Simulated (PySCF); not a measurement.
System: C₄H₁₀Ge (SMILES C=CC[CH2][GeH3]).

```
atom    x (Å)    y (Å)    z (Å)
   C  -2.3442   0.7290   0.4822
   C  -1.2047   0.5557  -0.1585
   C  -0.5882  -0.7713  -0.4556
   C   0.7476  -0.9356   0.2725
  Ge   2.1160   0.3935  -0.2432
   H  -2.7443   1.7073   0.6876
   H  -2.9315  -0.1074   0.8266
   H  -0.6271   1.4110  -0.4951
   H  -0.4144  -0.8505  -1.5338
   H  -1.2702  -1.5737  -0.1617
   H   1.1456  -1.9318   0.0651
   H   0.5821  -0.8797   1.3501
   H   1.9193   1.7312   0.3951
   H   3.4815  -0.0718   0.1552
   H   2.1280   0.6017  -1.7254
```

Geometry: GFN2-xTB.

The calculation used B3LYP/def2-SVPD, SCF density, gas phase in PySCF 2.14.0.

### What can the converged electron density and electron localisation function tell about the bonding?

C–C (1.32 Å): ρ is about 2.4 e/Å³ halfway; the ELF peaks at about 0.95 between the atoms: a short, multiple covalent bond.
C–H (1.08 Å): ρ at the midpoint is about 2 e/Å³; the ELF climbs to about 1 towards the hydrogen, as it does in any bond to H: an ordinary covalent bond to hydrogen.
C–C (1.49 Å): the density is about 1.8 e/Å³ at the midpoint; the ELF peaks at about 0.95 between the atoms: a shared electron pair.

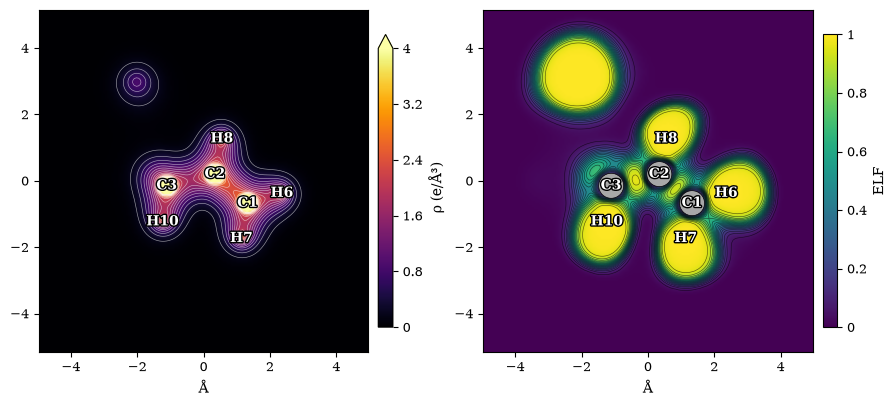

Computed electron density and electron localisation function on the plane of atoms C2, C1 and H7, in this order. Grey discs cover the atomic cores in the ELF map. 
